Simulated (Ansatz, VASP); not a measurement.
# Mg (Magnesium) in two plane-wave programs

Aim: how closely do two programs agree when they are given the same cell, functional and k mesh? The cell comes out of the VASP series on this material, whose earlier steps may have relaxed, scaled or displaced it; both programs get it as it stands.

Calculated with Ansatz 0.2.0; plane waves, with VASP 6.6.1 beside it; relaxation of cell and atoms at PBEsol with D3(BJ).

**1. Starting point**

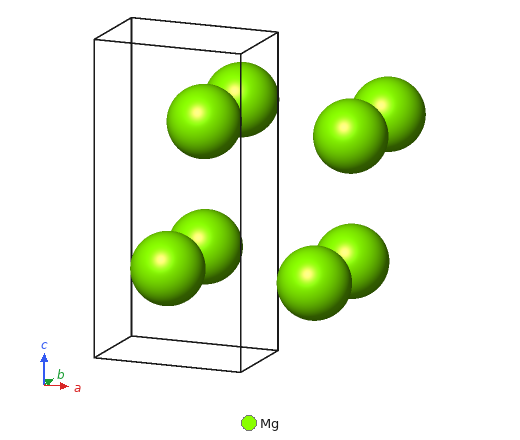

The starting structure, seen slightly off an axis (magnesium green). 2×2×1 cells are drawn.

**2. VASP: relaxation of cell and atoms, PBEsol with D3(BJ)**

The relaxed volume is the usual yardstick between codes: its relative difference is about their pressure difference at one cell divided by the bulk modulus.

Lines of VASP's logs that name or quote its potential files are left out, and so is its time.

File INCAR:

```
SYSTEM = Mg
PREC = Accurate
ENCUT = 450
EDIFF = 1E-06
NELM = 100
ISMEAR = 1
SIGMA = 0.1
LREAL = .FALSE.
ALGO = Normal
GGA = PS
IVDW = 12
LORBIT = 11
LWAVE = .FALSE.
LCHARG = .FALSE.
KPAR = 2
IBRION = 2
NSW = 50
ISIF = 3
EDIFFG = -0.01
```

File POSCAR:

```
Mg
1.0
    3.1059965602      0.0000000000      0.0000000000
   -1.5529982801      2.6898719252      0.0000000000
    0.0000000000      0.0000000000      5.1235143111
Mg
2
Direct
    0.6666666667      0.3333333333      0.7500000000
    0.3333333333      0.6666666667      0.2500000000
```

File KPOINTS:

```
Automatic mesh
0
Gamma
10 10 6
0 0 0
```

The projector-augmented-wave data sets are Mg (PBE family, release 64).

Launch:

```sh
mpirun -np 2 vasp_std
```

Numbers of over 12 decimals in the logs are rounded to 6 here.

Log:

```text
[banner, memory and clock lines left out]
running    2 mpi-ranks, on    1 nodes
 distrk:  each k-point on    1 cores,    2 groups
 distr:  one band on    1 cores,    1 groups

 POSCAR found type information on POSCAR Mg
 POSCAR found :  1 types and       2 ions
|                                                                             |
|               ----> ADVICE to this user running VASP <----                  |
|                                                                             |
|     You enforced a specific xc type in the INCAR file but a different       |
|     [... a line on the potential file left out ...]
|     I HOPE YOU KNOW WHAT YOU ARE DOING!                                     |
|                                                                             |

 LDA part: xc-table for (Slater+PW92), standard interpolation
 POSCAR, INCAR and KPOINTS ok, starting setup
 FFT: planning ... GRIDC
 FFT: planning ... GRID_SOFT
 FFT: planning ... GRID
 WAVECAR not read
 entering main loop
       N       E                     dE             d eps       ncg     rms          rms(c)
DAV:   1    -0.398666624969E+00   -0.39867E+00   -0.12539E+03   672   0.425E+02
DAV:   2    -0.342608951295E+01   -0.30274E+01   -0.28937E+01   846   0.283E+01
DAV:   3    -0.344690389107E+01   -0.20814E-01   -0.20469E-01   972   0.318E+00
DAV:   4    -0.344695577290E+01   -0.51882E-04   -0.51871E-04   930   0.136E-01
DAV:   5    -0.344695595204E+01   -0.17914E-06   -0.17910E-06   960   0.585E-03    0.936E-01
DAV:   6    -0.343625900287E+01    0.10697E-01   -0.47362E-04   846   0.200E-01    0.595E-01
DAV:   7    -0.342693793513E+01    0.93211E-02   -0.19240E-03   780   0.360E-01    0.297E-02
DAV:   8    -0.342693939733E+01   -0.14622E-05   -0.13913E-05  1038   0.319E-02    0.595E-03
DAV:   9    -0.342693920789E+01    0.18944E-06   -0.83555E-07   702   0.604E-03
   1 F= -.39894641E+01 E0= -.39891094E+01  d E =-.398946E+01
 curvature:   0.00 expect dE= 0.000E+00 dE for cont linesearch  0.000E+00
 trial: gam= 0.00000 g(F)=  0.305E-50 g(S)=  0.585E-05 ort = 0.000E+00 (trialstep = 0.100E+01)
 search vector abs. value=  0.585E-05
 reached required accuracy - stopping structural energy minimisation
```

Parts of OUTCAR (step 2):

```text
ion  position               nearest neighbor table
   1  0.667  0.333  0.750-   2 3.13   2 3.13   2 3.13   2 3.13   2 3.13   2 3.13
   2  0.333  0.667  0.250-   1 3.13   1 3.13   1 3.13   1 3.13   1 3.13   1 3.13

  LATTYP: Found a hexagonal cell.
 ALAT       =     3.1059965602
 C/A-ratio  =     1.6495556939

 Subroutine GETGRP returns: Found 24 space group operations
 (whereof 12 operations were pure point group operations)

The static configuration has the point symmetry D_3d.
 The point group associated with its full space group is D_6h.

 Found     56 irreducible k-points:

   k-points           NKPTS =     56   k-points in BZ     NKDIM =     56   number of bands    NBANDS=      6

   dimension x,y,z NGX =    24 NGY =   24 NGZ =   36
   dimension x,y,z NGXF=    48 NGYF=   48 NGZF=   72

   ENCUT  =  450.0 eV  33.07 Ry    5.75 a.u.   5.37  5.37  8.86*2*pi/ulx,y,z

   NELECT =       4.0000    total number of electrons

 k-points in reciprocal lattice and weights: Automatic mesh
   0.00000000  0.00000000  0.00000000       0.002
   0.10000000  0.00000000  0.00000000       0.010
   0.20000000  0.00000000  0.00000000       0.010
   0.30000000  0.00000000  0.00000000       0.010
   0.40000000 -0.00000000  0.00000000       0.010
   0.50000000  0.00000000  0.00000000       0.005
   0.10000000  0.10000000  0.00000000       0.010
   0.20000000  0.10000000  0.00000000       0.020
   0.30000000  0.10000000  0.00000000       0.020
[...]
0.40000000  0.20000000  0.50000000       0.010
   0.30000000  0.30000000  0.50000000       0.010

 average (electrostatic) potential at core
       1 -38.4387       2 -38.4387

 E-fermi :   3.0933

 k-point     1 :       0.0000    0.0000    0.0000
  band No.  band energies     occupation
      1      -4.2709      2.00000
      2       1.0773      2.00000
      3       1.5814      2.00000
      4      14.4777      0.00000
      5      14.4777      0.00000
      6      14.7774      0.00000

 k-point     2 :       0.1000    0.0000    0.0000
  band No.  band energies     occupation
      1      -4.0625      2.00000
      2       1.2665      2.00000
      3       1.7828      2.00000
      4      11.6144      0.00000
      5      13.0961      0.00000
      6      13.8253      0.00000

 k-point     3 :       0.2000    0.0000    0.0000
  band No.  band energies     occupation
      1      -3.4401      2.00000
      2       1.8348      2.00000
      3       2.3732      2.00000
      4       8.5025      0.00000
      5      11.9047      0.00000
      6      12.1781      0.00000

 Edisp (eV)   -0.56252

  Total       0.00919     0.00919     0.00858     0.00000     0.00000     0.00000
  in kB       0.34397     0.34397     0.32108     0.00000     0.00000     0.00000
  external pressure =        0.34 kB  Pullay stress =        0.00 kB

  energy-cutoff  :      450.00
  volume of cell :       42.81
      direct lattice vectors                 reciprocal lattice vectors
     3.105996560  0.000000000  0.000000000     0.321957858  0.185882456  0.000000000
    -1.552998280  2.689871925  0.000000000     0.000000000  0.371764912  0.000000000
     0.000000000  0.000000000  5.123514311     0.000000000  0.000000000  0.195178532

 POSITION                                       TOTAL-FORCE (eV/Angst)
 -----------------------------------------------------------------------------------
      1.55300      0.89662      3.84264        -0.000000      0.000000      0.000000
     -0.00000      1.79325      1.28088         0.000000     -0.000000      0.000000
 -----------------------------------------------------------------------------------
    total drift:                                0.000000     -0.000000      0.000000

  FREE ENERGIE OF THE ION-ELECTRON SYSTEM (eV)
  ---------------------------------------------------
  free  energy   TOTEN  =        -3.9894640788 eV

  energy  without entropy=       -3.9884001632  energy(sigma->0) =       -3.98910944

 reached required accuracy - stopping structural energy minimisation

 total charge
# of ion       s       p       d       tot
------------------------------------------
    1        0.215   0.137   0.013   0.365
    2        0.215   0.137   0.013   0.365
--------------------------------------------------
tot          0.429   0.274   0.027   0.730

[... 3 further parts left out ...]
```

CONTCAR:

```
Mg
   1.00000000000000
     3.1059965601999999    0.0000000000000000    0.0000000000000000
    -1.5529982801000000    2.6898719251999998    0.0000000000000000
     0.0000000000000000    0.0000000000000000    5.1235143111000001
  Mg
     2
Direct
     0.6666666667000030    0.3333333332999970    0.7500000000000000
     0.3333333332999970    0.6666666667000030    0.2500000000000000
```

**3. Ansatz: relaxation of cell and atoms, PBEsol with D3(BJ)**

Ansatz runs on its default PAW (the set named soft_2) files.

The same cell, functional, mesh and smearing now go to Ansatz, which takes its cutoff from its data sets.

File input.yaml:

```yaml
crystal:
  lattice:
    - [3.1059965602, 0.0, 0.0]
    - [-1.5529982801, 2.6898719252, 0.0]
    - [0.0, 0.0, 5.1235143111]
  atoms:
    - { symbol: Mg, position: [0.6666666667, 0.3333333333, 0.75] }
    - { symbol: Mg, position: [0.3333333333, 0.6666666667, 0.25] }
hamiltonian:
  xc: pbesol
  pseudopotentials: { kind: paw }
  dispersion: d3bj
kpoints:
  mp_grid: { grid: [10, 10, 6] }
scf:
  occupations: { method: methfessel_paxton, width: 0.1 }
relax:
  f_tol: 0.01
  max_steps: 60
  cell: { stress_tol: 0.05 }
output:
  forces: true
  stress: true
```

Launch:

```sh
ansatz run input.yaml --threads 4 --pin off --max-ram 9216MiB --backend cpu --events-out ev --progress --plain --runs-dir out
```

Log:

```text
Engine: ansatz 0.2.0, aarch64-unknown-linux-gnu
Pseudopotentials: kind: paw
Pseudopotential: Mg, paw, valence charge 10, recommended cutoff 420 eV (normal), Mg.paw.azcp
Functional definition: PBEsol
  exchange = pbesol_x
  correlation = pbesol_c
Crystal: 2 atoms, lattice volume = 42.806 Å³
Basis set: ecut = 420 eV, 833 PW (Γ), exchange–correlation on 48×48×72 points (8 copies of the dense FFT grid, shifted against one another)
Bands: 14, of which v1, the nominal top of the filled ones, is band 10 counted from 1 (9 counted from 0)
Symmetry: 24 space group operations
Space group: P63/mmc (ITA 194), of the structure as read, at distance tolerance 3.5e-5 Å
k-points: 56 of 600
Non-local potential: Mg, projectors of the file, l = 0: 3, l = 1: 2, l = 2: 1
PAW form: soft (Blöchl's): semilocal exchange-correlation on the pseudo side does not see the compensation charge
PAW frozen core: Mg, regenerated for the run's functional, and the local potential with it (the file was generated under x = pbe(κ = 0.804, μ = 0.219515), c = pbe(β = 0.066725))
PAW one-centre angular grid: Mg, 110 points (default); XC on 64 Gauss nodes
Initial density: superposition of atomic densities (neutral atoms: chi_scale 0, normalization atom), corrected by the library's trained network
Initial wavefunctions: pseudopotential atomic-orbital guess
Functional: x = pbesol(κ = 0.804, μ = 0.123457), c = pbesol(β = 0.046)
SCF iter   1: F=—  HF=-3824.645576 eV  |F-HF|=—  |Δ(HF+E_count)|=         —  Δρ=2.24e-3  dr2=1.03e-3  ethr=1.77e-3  ⟨swp⟩=5.0  Hψ=3935  notcnv=0
preconditioner: auto → none  [metal: Δε(μ)=0.009 eV  Ē_g=7.223 eV  σ=0.100 eV  W_gap=0.07  n_scr=8 (ndim 8)  ℏωp=11.4 eV  f_vac=0.000  D(μ)=1.48/eV (n_scr^D=10)  sad-step TF]
SCF iter   2: F=—  HF=-3824.644277 eV  |F-HF|=—  |Δ(HF+E_count)|=   1.30e-3  S|Δr|=    0.00e0  Δρ=9.80e-4  dr2=2.81e-4  ethr=5.16e-6  ⟨swp⟩=2.2  Hψ=1767  notcnv=0
SCF iter   3: F=—  HF=-3824.644172 eV  |F-HF|=—  |Δ(HF+E_count)|=   1.05e-4  S|Δr|=    0.00e0  Δρ=1.55e-4  dr2=9.84e-6  ethr=1.40e-6  ⟨swp⟩=2.0  Hψ=1324  notcnv=0
SCF iter   4: F=—  HF=-3824.644166 eV  |F-HF|=—  |Δ(HF+E_count)|=   5.65e-6  S|Δr|=    0.00e0  Δρ=2.67e-5  dr2=1.71e-7  ethr=4.92e-8  ⟨swp⟩=2.7  Hψ=1340  notcnv=0
SCF iter   5: F=-3824.644166 eV  HF=-3824.644166 eV  |F-HF|=1.12e-9  |Δ(HF+E_count)|=   7.31e-8  S|Δr|=    0.00e0  Δρ=4.36e-6  dr2=5.30e-9  ethr=5.00e-10  ⟨swp⟩=4.0  Hψ=2268  notcnv=0
SCF 1 converged in 5 iterations: F = -3824.644166 eV  dr2 = 5.30e-9
  greatest PAW one-centre occupation: 1.000 electrons in one spin orbital (limit 2), on the Mg atom at site 1 (counted from 0), in its partial waves of l = 0
relax step   1: F+E_penalty+E_count = -3824.64416604 eV  Δ(F+E_penalty+E_count) = +0.000e0 eV  max|allowed force component| = 1.388e-17 eV/Å  Δτ_max = 0.0000 Å  P = +0.055 GPa  Ω = 42.806 Å³  (5 SCF iters, dr2 threshold 1.00e-7 eV, accepted)
[...]
relax step   2: F+E_penalty+E_count = -3824.64417513 eV  Δ(F+E_penalty+E_count) = -9.083e-6 eV  max|allowed force component| = 6.939e-18 eV/Å  Δτ_max = 0.0000 Å  P = +0.005 GPa  Ω = 42.858 Å³  energy of the carried Pulay correction = -8.122e-7 eV  (3 SCF iters, dr2 threshold 8.64e-9 eV, accepted)
[...]
relax step   3: F+E_penalty+E_count = -3824.64417609 eV  Δ(F+E_penalty+E_count) = -9.623e-7 eV  max|allowed force component| = 9.252e-18 eV/Å  Δτ_max = 0.0000 Å  P = +0.005 GPa  Ω = 42.858 Å³  stress off target by 5.59e-3 GPa  SCF on the basis re-selected at this cell (its energy is not comparable with the rows above)  (3 SCF iters)
basis re-selected at this cell: Δ(F+E_penalty+E_count) = -9.623e-7 eV, ΔP = -0.000 GPa vs the last step (what re-selecting the basis moved, of the pressure what is left beyond the Pulay correction that the steps carried, after the strain that the cell walked since its last selection, with what the two solves' SCF thresholds leave and, on support functions, any second-order correction that the steps lacked; it is no m [...]
SCF converged after 3 iterations
Stability not checked: this state was not tested for a lower state beside it, because cold or Methfessel-Paxton smearing, or corrected tetrahedra, fill the levels in a way that the test cannot read (fill_not_monotonic; see scf.lower_state_search)
Free energy (F): -3824.644176 eV
Harris-Foulkes:  -3824.644176 eV  (|F-HF|=5.46e-12)
Internal energy: -3824.643042 eV  (E = F + TS)
E sigma→0 (E₀):  -3824.643893 eV
Entropy (-TS):   -0.001134 eV (-0.567 meV/atom)
Fermi energy:    6.315775 eV
--- Per-component energies (eV) ---
  E_band       = -699.665312
  E_kinetic    = 150.660902
  E_local      = -3186.298003  (includes V_loc(G=0)·N_el)
  E_nonlocal   = 192.785341
  E_hartree    = 1135.003142
  E_xc         = -56.802025
  E_vxc        = -73.660040  (∫ρ·V_xc dr)
  E_paw        = -562.264717  (= ΣΔE_a)
  E_vpaw       = -53.159752  (= ΣTr[D̂ρ^β])
  E_aug_tail   = -0.000004  (compensation charges beyond the density's cutoff)
  E_ewald      = -1497.283432
  E_disp       = -0.561971  (pairwise vdW)
  E_core_change = 0.117725  (= ΣΔE_core)
  E_smearing   = -0.001134  (= −TS)
  E_closure    = -0.000000  (closes the sum)
  Σ components = -3824.644176   (vs F -3824.644176, Δ=0.00e0)
--- Forces (eV/Å), atoms counted from 1 ---
  atom   1  Mg     0.00000000     0.00000000    -0.00000000
  atom   2  Mg     0.00000000    -0.00000000     0.00000000
  max |Σ_I F_I| component: 3.70e-17 eV/Å
--- Stress (GPa, compression-positive) ---
        0.005590       0.000000       0.000000
       -0.000000       0.005590       0.000000
        0.000000       0.000000       0.004370
  P = ⅓ Tr σ = 0.0052 GPa (0.052 kbar)
--- Relaxed structure (2 steps of the walk, 2 accepted, 1 SCFs on fresh bases) ---
  F+E_penalty+E_count = -3824.64417609 eV   max|allowed force component| = 9.252e-18 eV/Å   (the final SCF, on the basis selected at the relaxed cell)
  cell:  # Å, volume = 42.8576 Å³
    - [3.107365, 0.0, 0.0]
    - [-1.553682, 2.691057, 0.0]
    - [0.0, 0.0, 5.125225]
  atoms:
    - { symbol: Mg, position: [0.666667, 0.333333, 0.750000] }
    - { symbol: Mg, position: [0.333333, 0.666667, 0.250000] }
```

Run time: 1.4 s. Hardware: 4 threads of Arm Neoverse V2, shared host; peak memory 0.3 GiB; 4 s of CPU time.

**4. Side by side**

Known differences besides the PAW data sets themselves: both relaxations stop at a tolerance, which leaves soft axes loose, and VASP keeps its plane-wave basis; the data sets hold 20 valence electrons in Ansatz (default PAW (the set named soft_2) files) and 4 in VASP; the cutoff is 420 eV in Ansatz and 450 eV in VASP; Ansatz makes its cores anew for this functional, VASP keeps those of its PBE data sets; VASP leaves aspherical gradient terms in its spheres out (LASPH is not set), Ansatz keeps them; Ansatz adds a Pulay correction to the stress that steers its cell, VASP none. Total energies have different zeros and are not compared.

The two programs side by side:

```
                                         quantity  Ansatz   VASP  difference
                                      volume (Å³)   42.86  42.81     +0.12 %
edge a after relaxation, in the typed setting (Å)   3.107  3.106     +0.05 %
edge c after relaxation, in the typed setting (Å)   5.125  5.123     +0.03 %
```

The walks stopped with 0.01 GPa left in Ansatz and 0.03 GPa in VASP; each walk ends within a tolerance, so the volume difference is uncertain by about these residues over the bulk modulus, most in soft cells.

**5. Results**

- difference in volume (relaxation of cell and atoms, PBEsol with D3(BJ)): 0.12 %

The difference in volume is 0.12 % (relaxation of cell and atoms, PBEsol with D3(BJ)), within the 1.2 % picked in this series as the mark of a large difference, as far as the stopping tolerances let one tell. Differences of this kind measure data sets and numerical settings, not the functional's error against experiment.

[Lines on the potential files, build, host, timing and source positions are cut from VASP's logs without a mark.]

[Logs are printed without paths, hosts, clocks, repeated set-up lines and the standing remarks that a program may print on its own settings, such as how far it seeks lower states.]

[Hosts, paths, dates, database ids (printed as entryN), source tags and the programs' standing remarks are cut or masked in the printed files.]
